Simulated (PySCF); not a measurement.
C₂H₆O₃S

```xyz
12

C     1.7593   -0.8550    0.4084
O     0.3822   -0.4975    0.5848
S    -0.2193    0.4317   -0.5564
C    -1.8457    0.5598    0.0918
O     0.4243    1.7072   -0.5099
O    -0.2409   -0.2947   -1.7872
H     1.8871   -1.4154   -0.5189
H     2.3829    0.0401    0.4008
H     2.0094   -1.4795    1.2623
H    -2.3969    1.1922   -0.6037
H    -1.7993    1.0243    1.0745
H    -2.2881   -0.4331    0.1371
```

Geometry: PBE0-D3(BJ)/def2-TZVP.

Method: PySCF, PBE0/pcSseg-2, SCF density, gas phase, non-relativistic.

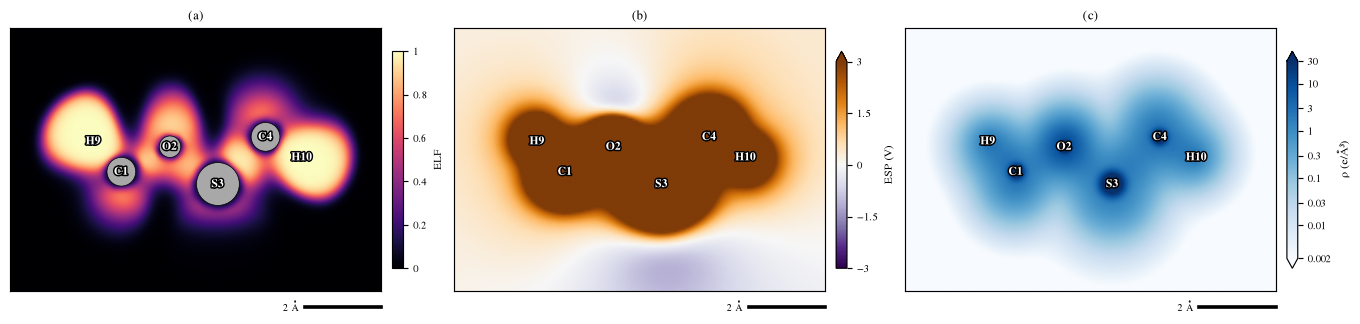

Figure 1. (a) ELF; (b) electrostatic potential; (c) electron density on the plane of atoms C1, O2 and S3. Grey discs cover the atomic cores in the ELF map.

Question: What does the map show?

Answer: Atoms in the plane: C, O, S and H.
C–O (1.43 Å): the density is about 1.9 e/Å³ at the midpoint, with its minimum of 1.6 e/Å³ about 0.5 Å from C; the ELF peaks at about 0.90 between the atoms; a shared but strongly polarised pair.
C–S (1.76 Å): the density is about 1.5 e/Å³ at the midpoint; the ELF peaks at about 0.95 between the atoms, as expected for a covalent bond.
C–H (1.09 Å): ρ at the midpoint is about 2.1 e/Å³; the ELF climbs to about 1 towards the hydrogen, as it does in any bond to H (a covalent bond by its length).
S–O (1.59 Å): ρ at the midpoint is about 1.8 e/Å³; the ELF peaks at about 0.85 between the atoms, as expected for a shared but strongly polarised pair.
The ELF also peaks beside O2, away from the bonds: lone-pair regions.
Outside the dense part of the molecule the potential is most negative (−1.1 V) near O6, which lies off the plane.

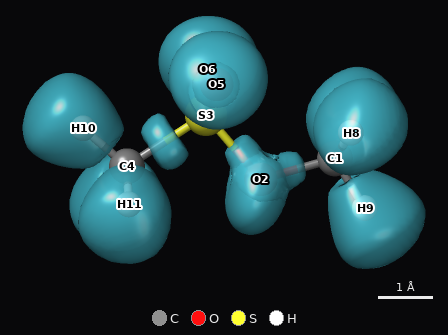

Figure 2. Isosurface of the ELF at 0.75 (cyan), seen across its widest extent. Core shells and regions of very low density are left out.

Question: Describe the localisation domains.

Answer: At this value the surface marks out one region between bonded C–S atoms (shared pairs), six regions around hydrogen nuclei and three regions on O in which the atom's valence shell and bonds are merged.


S–O (1.43 Å): the ELF peaks at about 0.80 between the atoms (a short, strongly polar bond).

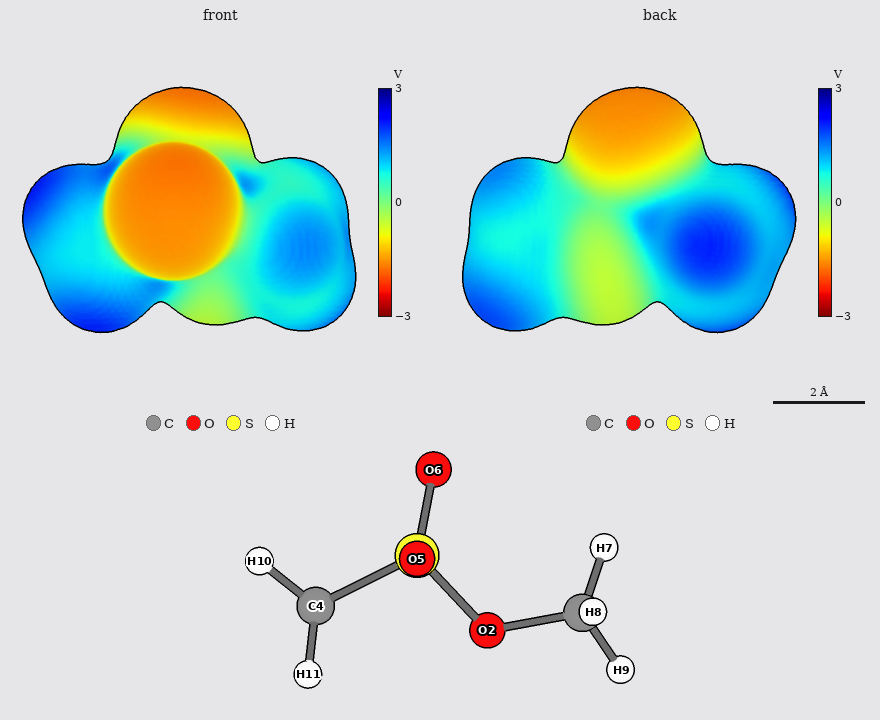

Figure 3. The molecular electrostatic potential painted on the density surface at 0.004 e/bohr³, seen from the front and from behind; red is negative and blue positive. The bare structure is drawn below in the same view.

Question: Where is the surface potential most negative and most positive?

Answer: The most negative region (about −1.7 V) lies over O5 and O6, the most positive (about +2.0 V) over H10, H11 and H12.

Question: What dipole moment does the calculation give?

Answer: Its dipole moment is 3.16 D.
